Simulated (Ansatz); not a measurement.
H30Si20

Input

```
crystal:
  periodic: [false, false, false]
  atoms:
    - {symbol: Si, position_ang: [-2.029472, -2.031112, -0.701981]}
    - {symbol: Si, position_ang: [-2.165312, 0.793035, -3.402576]}
    - {symbol: Si, position_ang: [-2.031693, 0.703163, 2.028033]}
    - {symbol: Si, position_ang: [-2.165648, 3.401279, -0.797819]}
    - {symbol: Si, position_ang: [0.795079, -2.169025, -3.399194]}
    - {symbol: Si, position_ang: [0.700846, -2.029489, 2.031793]}
    - {symbol: Si, position_ang: [3.402314, -2.166379, -0.789976]}
    - {symbol: Si, position_ang: [0.677455, 0.675970, -0.676403]}
    - {symbol: Si, position_ang: [0.792190, 3.402058, 2.165818]}
    - {symbol: Si, position_ang: [3.399193, 0.795404, 2.170977]}
    - {symbol: Si, position_ang: [-3.398793, -0.796000, -2.169747]}
    - {symbol: Si, position_ang: [-0.792505, -3.403247, -2.165541]}
    - {symbol: Si, position_ang: [-0.677136, -0.676744, 0.676880]}
    - {symbol: Si, position_ang: [-0.699718, 2.029046, -2.031734]}
    - {symbol: Si, position_ang: [-3.400960, 2.167621, 0.788994]}
    - {symbol: Si, position_ang: [-0.796203, 2.168735, 3.399335]}
    - {symbol: Si, position_ang: [2.031393, -0.703369, -2.028703]}
    - {symbol: Si, position_ang: [2.167170, -3.400351, 0.796687]}
    - {symbol: Si, position_ang: [2.164785, -0.792868, 3.403778]}
    - {symbol: Si, position_ang: [2.029903, 2.030011, 0.702733]}
    - {symbol: H, position_ang: [-2.902622, -2.902283, 0.173073]}
    - {symbol: H, position_ang: [-1.427940, 0.096929, -4.516148]}
    - {symbol: H, position_ang: [-3.130778, 1.768558, -4.033851]}
    - {symbol: H, position_ang: [-2.904967, -0.171155, 2.899825]}
    - {symbol: H, position_ang: [-3.129766, 4.033051, -1.774329]}
    - {symbol: H, position_ang: [-1.428558, 4.514315, -0.100610]}
    - {symbol: H, position_ang: [0.096517, -1.430533, -4.510513]}
    - {symbol: H, position_ang: [1.769963, -3.133066, -4.033539]}
    - {symbol: H, position_ang: [-0.174786, -2.901753, 2.903280]}
    - {symbol: H, position_ang: [4.038593, -3.130981, -1.763051]}
    - {symbol: H, position_ang: [4.512118, -1.426226, -0.090740]}
    - {symbol: H, position_ang: [0.094785, 4.513501, 1.426466]}
    - {symbol: H, position_ang: [1.766435, 4.036103, 3.130718]}
    - {symbol: H, position_ang: [4.513416, 0.098152, 1.435620]}
    - {symbol: H, position_ang: [4.029595, 1.771659, 3.136264]}
    - {symbol: H, position_ang: [-4.029458, -1.771886, -3.135230]}
    - {symbol: H, position_ang: [-4.512836, -0.099268, -1.433627]}
    - {symbol: H, position_ang: [-1.767335, -4.036309, -3.130515]}
    - {symbol: H, position_ang: [-0.095304, -4.515395, -1.427079]}
    - {symbol: H, position_ang: [0.176548, 2.899886, -2.903995]}
    - {symbol: H, position_ang: [-4.511465, 1.428755, 0.089516]}
    - {symbol: H, position_ang: [-4.036319, 3.132280, 1.762621]}
    - {symbol: H, position_ang: [-1.771423, 3.133555, 4.032000]}
    - {symbol: H, position_ang: [-0.099031, 1.430806, 4.511884]}
    - {symbol: H, position_ang: [2.903211, 0.171562, -2.901342]}
    - {symbol: H, position_ang: [1.429588, -4.512511, 0.098572]}
    - {symbol: H, position_ang: [3.131049, -4.033388, 1.772600]}
    - {symbol: H, position_ang: [3.129399, -1.767755, 4.037289]}
    - {symbol: H, position_ang: [1.425686, -0.095915, 4.515666]}
    - {symbol: H, position_ang: [2.902829, 2.901583, -0.172148]}
basis:
  gaussian: {orbitals: def2-SVP, fitting: {mean_field: def2-universal-jkfit}, initial_orbitals: start.molden}
hamiltonian: {xc: pbe0, dispersion: d4}
scf: {omitted_lower_state_checks: [starts]}
output: {orbitals: {seedname: orbitals}}
```

Run with:

```sh
ansatz run in.yaml --threads 2 --pin off --events-out ev --progress --plain --max-ram 32768MiB --backend cuda --devices 0, --max-vram 18GiB
```

Geometry: PBE-D4/def2-SVP.

The calculation used Ansatz, RKS PBE0-D4/def2-SVP.

Question: What will maps of the electron density and electron localisation function show?

Answer: Si–Si (2.36 Å): ρ is about 0.59 e/Å³ halfway; the ELF peaks at about 1 between the atoms; a covalent bond.
Si–H (1.51 Å): the density is about 0.74 e/Å³ at the midpoint; the ELF climbs to about 1 towards the hydrogen, as it does in any bond to H.

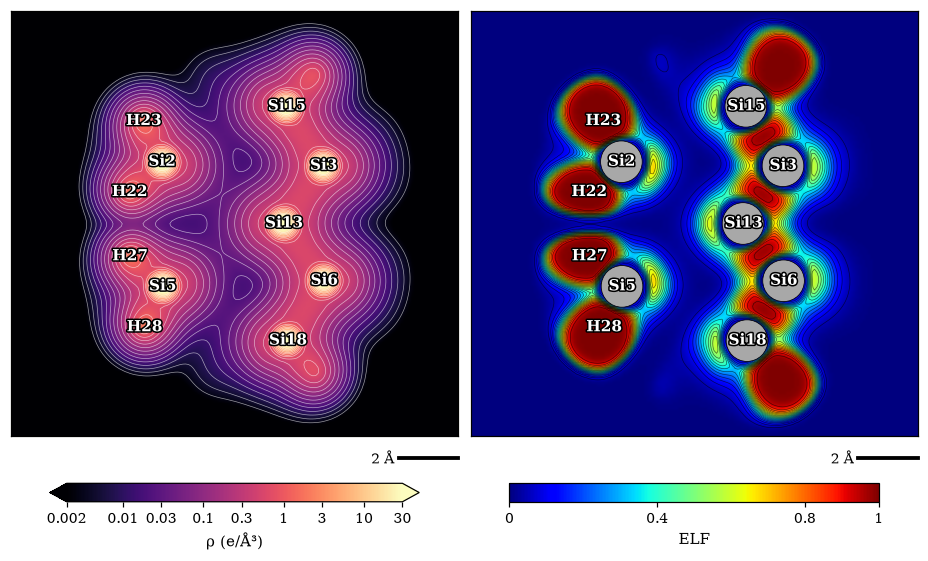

Computed electron density and electron localisation function on the plane of atoms H27, Si5 and H28, in this order. Grey discs cover the atomic cores in the ELF map. 
